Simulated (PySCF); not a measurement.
Geometry relaxation of GeH$_{2}$

The run: geometry relaxation of GeH$_{2}$, SMILES [GeH2]. Method and program: PBE0/def2-TZVP, RKS, dispersion D4 (PySCF 2.14.0).

The atoms were displaced at random from an optimised geometry. Figures and captions count atoms from 1; the log counts them from 0 in places.

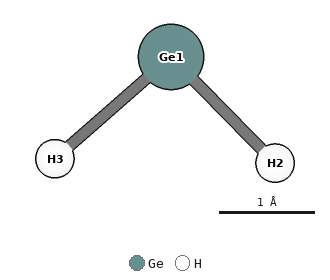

**Figure 1.** The starting structure (ball-and-stick view, seen on its broad side; atoms are numbered from 1 in the order of the input). Sticks mark near contacts. Bond lengths as drawn: Ge–H 1.57 to 1.63 Å.

Key numbers

- outcome: converged
- total energy: −2077.876303 hartree
- dispersion energy: −0.000693 hartree
- basis functions: 60
- HOMO: −6.90 eV
- LUMO: −3.03 eV
- dipole moment: 0.15 D
- hardware: 1 thread of AMD EPYC (Zen 3), 64 GiB of memory available, shared host
- wall time: 13 s
- peak memory: 0.56 GiB

The input (calc.py)
```python
from pyscf import gto, dft
from pyscf.geomopt.geometric_solver import kernel as optimise

molecule = gto.Mole()
molecule.atom = 'start.xyz'
molecule.verbose = 3
molecule.max_memory = 1860
molecule.basis = 'def2-tzvp'
molecule.build()

calc0 = dft.RKS(molecule)
calc0.xc = 'pbe0'
calc0 = calc0.density_fit(auxbasis='def2-universal-jkfit')
calc0.conv_tol = 1e-09
calc0.grids.level = 4
calc0.max_cycle = 100
calc0.disp = 'd4'
converged, mol_eq = optimise(calc0, maxsteps=100)
print('converged:', converged)
print(mol_eq.tostring())

calc0.reset(mol_eq)
molecule = mol_eq
calc0.kernel()
e_tot = calc0.e_tot
print(f'total energy: {e_tot:.8f} hartree')
```

File start.xyz
```
3
GeH2
Ge    -0.554160     0.419049    -0.228023
H      0.797133     0.789680     0.469436
H     -0.215504    -1.175676    -0.230467
```

Command:
```bash
OMP_NUM_THREADS=1 python calc.py
```

What the program printed
```
#|     Arguments passed to driver run_optimizer():      |#
customengine              <pyscf.geomopt.geometric_solver.PySCFEngine object>
maxiter                   100
----------------------------------------------------------
Custom engine selected.
Bonds will be generated from interatomic distances less than 1.20 times sum of covalent radii
9 internal coordinates being used (instead of 9 Cartesians)
Internal coordinate system (atoms numbered from 1):
Distance 1-2
Distance 1-3
Angle 2-1-3
Translation-X 1-3
Translation-Y 1-3
Translation-Z 1-3
Rotation-A 1-3
Rotation-B 1-3
Rotation-C 1-3
<class 'geometric.internal.Distance'> : 2
<class 'geometric.internal.Angle'> : 1
<class 'geometric.internal.TranslationX'> : 1
<class 'geometric.internal.TranslationY'> : 1
<class 'geometric.internal.TranslationZ'> : 1
<class 'geometric.internal.RotationA'> : 1
<class 'geometric.internal.RotationB'> : 1
<class 'geometric.internal.RotationC'> : 1
> ===== Optimization Info: ====
> Job type: Energy minimization
> Maximum number of optimization cycles: 100
> Initial / maximum trust radius (Angstrom): 0.100 / 0.300
> Convergence Criteria:
> Will converge when all 5 criteria are reached:
>  |Delta-E| < 1.00e-06
>  RMS-Grad  < 3.00e-04
>  Max-Grad  < 4.50e-04
>  RMS-Disp  < 1.20e-03
>  Max-Disp  < 1.80e-03
> === End Optimization Info ===

Geometry optimization cycle 1
Cartesian coordinates (Angstrom)
 Atom        New coordinates             dX        dY        dZ
  Ge  -0.554160   0.419049  -0.228023    0.000000  0.000000  0.000000
   H   0.797133   0.789680   0.469436    0.000000  0.000000 -0.000000
   H  -0.215504  -1.175676  -0.230467    0.000000  0.000000  0.000000

WARN: Mole.unit (angstrom) is changed to Bohr

converged SCF energy = -2077.87563713968
--------------- DFRKS_Scanner gradients ---------------
         x                y                z
0 Ge     0.0074151849     0.0091292359     0.0045724402
1 H    -0.0075190864     0.0001372400    -0.0036499497
2 H     0.0001039699    -0.0092664322    -0.0009225193
----------------------------------------------
cycle 1: E = -2077.87563714  dE = -2077.88  norm(grad) = 0.0177719
Step    0 : Gradient = 1.026e-02/1.262e-02 (rms/max) Energy = -2077.8756371397
Hessian Eigenvalues: 5.00000e-02 5.00000e-02 5.00000e-02 ... 1.22229e-01 1.42931e-01 1.60000e-01

Geometry optimization cycle 2
Cartesian coordinates (Angstrom)
 Atom        New coordinates             dX        dY        dZ
  Ge  -0.575124   0.405485  -0.239663   -0.020964 -0.013564 -0.011640
   H   0.805726   0.768813   0.471434    0.008593 -0.020867  0.001998
   H  -0.203135  -1.141247  -0.220823    0.012369  0.034429  0.009644
converged SCF energy = -2077.87629907196
--------------- DFRKS_Scanner gradients ---------------
         x                y                z
0 Ge     0.0001574556    -0.0010167237    -0.0000300673
1 H     0.0001547710     0.0001594030     0.0000921772
2 H    -0.0003122147     0.0008572873    -0.0000621449
----------------------------------------------
cycle 2: E = -2077.87629907  dE = -0.000661932  norm(grad) = 0.0013977
Step    1 : Displace = 3.002e-02/3.783e-02 (rms/max) Trust = 1.000e-01 (=) Grad = 8.070e-04/1.029e-03 (rms/max) E (change) = -2077.8762990720 (-6.619e-04) Quality = 0.960
Hessian Eigenvalues: 5.00000e-02 5.00000e-02 5.00000e-02 ... 1.30169e-01 1.43850e-01 1.56404e-01

Geometry optimization cycle 3
Cartesian coordinates (Angstrom)
 Atom        New coordinates             dX        dY        dZ
  Ge  -0.575632   0.407591  -0.239689   -0.000508  0.002106 -0.000026
   H   0.805353   0.767996   0.471165   -0.000374 -0.000817 -0.000268
   H  -0.202254  -1.142534  -0.220528    0.000882 -0.001287  0.000295
converged SCF energy = -2077.87630258716
--------------- DFRKS_Scanner gradients ---------------
         x                y                z
0 Ge    -0.0000089825     0.0000291242    -0.0000013382
1 H     0.0000131488     0.0000215973     0.0000087005
2 H    -0.0000041647    -0.0000507654    -0.0000073898
----------------------------------------------
cycle 3: E = -2077.87630259  dE = -3.5152e-06  norm(grad) = 6.55348e-05
Step    2 : Displace = 1.642e-03/2.147e-03 (rms/max) Trust = 1.414e-01 (+) Grad = 3.784e-05/5.147e-05 (rms/max) E (change) = -2077.8763025872 (-3.515e-06) Quality = 0.971
Hessian Eigenvalues: 5.00000e-02 5.00000e-02 5.00000e-02 ... 1.37374e-01 1.42859e-01 1.53144e-01

Geometry optimization cycle 4
Cartesian coordinates (Angstrom)
 Atom        New coordinates             dX        dY        dZ
  Ge  -0.575703   0.407598  -0.239723   -0.000070  0.000007 -0.000033
   H   0.805275   0.767747   0.471101   -0.000077 -0.000249 -0.000064
   H  -0.202106  -1.142291  -0.220430    0.000148  0.000243  0.000098
converged SCF energy = -2077.87630260559
--------------- DFRKS_Scanner gradients ---------------
         x                y                z
0 Ge     0.0000016453     0.0000009105     0.0000008781
1 H    -0.0000018756    -0.0000008380    -0.0000009768
2 H     0.0000002309    -0.0000001175     0.0000000715
----------------------------------------------
cycle 4: E = -2077.87630261  dE = -1.84332e-08  norm(grad) = 3.09086e-06
```

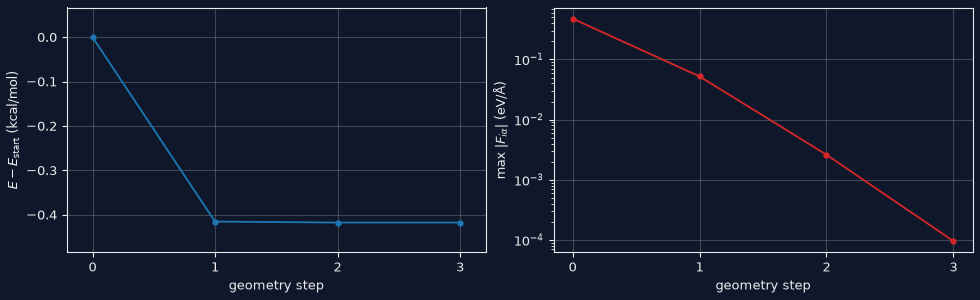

**Figure 2.** Progress of the relaxation, step by step (steps are counted from 0).

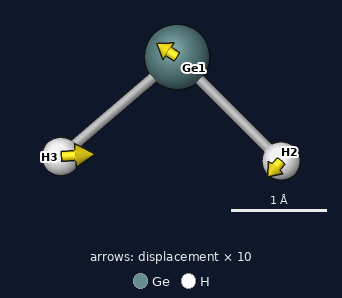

**Figure 3.** The starting structure with the displacements as yellow arrows, magnified 10 times (ball-and-stick view, seen at a tilt). The two geometries are laid on each other by the best rigid fit. The atom that moves furthest after the best rigid fit is H3 (0.037 Å). By element the largest moves are H 0.037 Å, Ge 0.027 Å. Among the contacts that change: Ge1–H3 1.630 → 1.594 Å, Ge1–H2 1.565 → 1.594 Å. Among the angles that change: H2–Ge1–H3 93.0° → 90.6°. After 3 geometry steps the energy has fallen by 0.42 kcal/mol. Largest force component: 0.48 eV/Å at the start, under 0.0001 eV/Å at the end. (Atoms are counted from 1 in the order of the input.)

```
Step    3 : Displace = 2.369e-04/2.996e-04 (rms/max) Trust = 2.000e-01 (+) Grad = 1.785e-06/2.275e-06 (rms/max) E (change) = -2077.8763026056 (-1.843e-08) Quality = 0.990
Hessian Eigenvalues: 5.00000e-02 5.00000e-02 5.00000e-02 ... 1.37374e-01 1.42859e-01 1.53144e-01
Converged! =D

converged: True
Ge         -0.57570272        0.40759834       -0.23972259
H           0.80527539        0.76774708        0.47110134
H          -0.20210626       -1.14229143       -0.22042992
converged SCF energy = -2077.87630260558
total energy: -2077.87630261 hartree
```

Trajectory as extended XYZ (Å, eV, eV/Å), 4 frames, from step=0 to step=3
```
3
Properties=species:S:1:pos:R:3:forces:R:3 step=0 energy=-56541.87653
Ge   -0.5542    0.4190   -0.2280   -0.3813  -0.4694  -0.2351
H     0.7971    0.7897    0.4694    0.3866  -0.0071   0.1877
H    -0.2155   -1.1757   -0.2305   -0.0053   0.4765   0.0474
3
Properties=species:S:1:pos:R:3:forces:R:3 step=1 energy=-56541.89455
Ge   -0.5751    0.4055   -0.2397   -0.0081   0.0523   0.0015
H     0.8057    0.7688    0.4714   -0.0080  -0.0082  -0.0047
H    -0.2031   -1.1412   -0.2208    0.0161  -0.0441   0.0032
3
Properties=species:S:1:pos:R:3:forces:R:3 step=2 energy=-56541.89464
Ge   -0.5756    0.4076   -0.2397    0.0005  -0.0015   0.0001
H     0.8054    0.7680    0.4712   -0.0007  -0.0011  -0.0004
H    -0.2023   -1.1425   -0.2205    0.0002   0.0026   0.0004
3
Properties=species:S:1:pos:R:3:forces:R:3 step=3 energy=-56541.89464
Ge   -0.5757    0.4076   -0.2397   -0.0001   0.0000   0.0000
H     0.8053    0.7677    0.4711    0.0001   0.0000   0.0001
H    -0.2021   -1.1423   -0.2204    0.0000   0.0000   0.0000
```

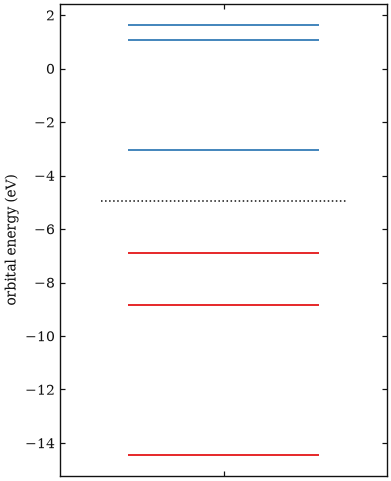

**Figure 4.** Orbital energies near the frontier; the dotted line parts filled from empty levels, and levels within 0.02 eV of each other stand side by side. Highest filled −6.90 eV, lowest empty −3.03 eV, 3.87 eV apart.
